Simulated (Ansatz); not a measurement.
**FeNi3, pressure series**

Base system: FeNi3 in the Cu3Au type structure (space group Pm-3m, No. 221; a = 3.544 Å; ferromagnetic).

Cell and atoms are relaxed at each pressure.

The values are results of PBE (Ansatz, a quantum-chemistry and plane-wave program; PAW; 420 eV plane waves; no spin-orbit coupling), not measurements.

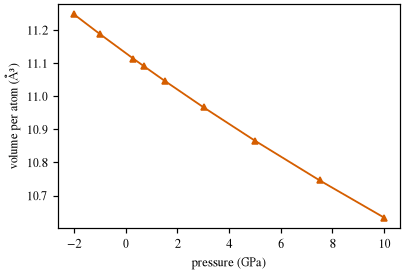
*Volume against pressure*

### Question
Estimate the zero-pressure bulk modulus from the plot.

### Answer
About 200 GPa; a third-order Birch–Murnaghan fit to the points gives V₀ = 11.13 Å³/atom, B₀ = 196 GPa and B₀′ = 4.8.

The magnetic state is the one reached from the starting moments; the real material's order can differ, and small cells can't hold many antiferromagnetic ones. Load acts through the strain it causes; cell and atoms are relaxed under it. Whether these cells are dynamically stable was not tested. Competing high-pressure phases were not computed.
